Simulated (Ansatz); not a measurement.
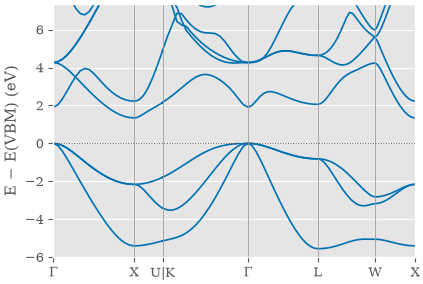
Fig. 1. Band structure from DFT-PBEsol in the program Ansatz with PAW potentials

Question: Read off the gap and where the band edges lie.

Answer: About 1.3 eV (1.34 eV by a search for the band edges); maximum at Γ, minimum at X.

Question: Which compound is it?
A) GaAs, zinc blende
B) ZnS, zinc blende
C) AlAs, zinc blende
D) CaO, zinc blende

Answer: C, AlAs, zinc blende

Space group F-43m (zinc blende). The PBEsol relaxation kept the symmetry of its start. Spin–orbit coupling is left out wherever it is not named.

Potentials: the earlier of the program's two PAW sets. The files were generated under PBE; for other functionals the program regenerates the frozen cores, and for LDA and PBEsol the local potential too.
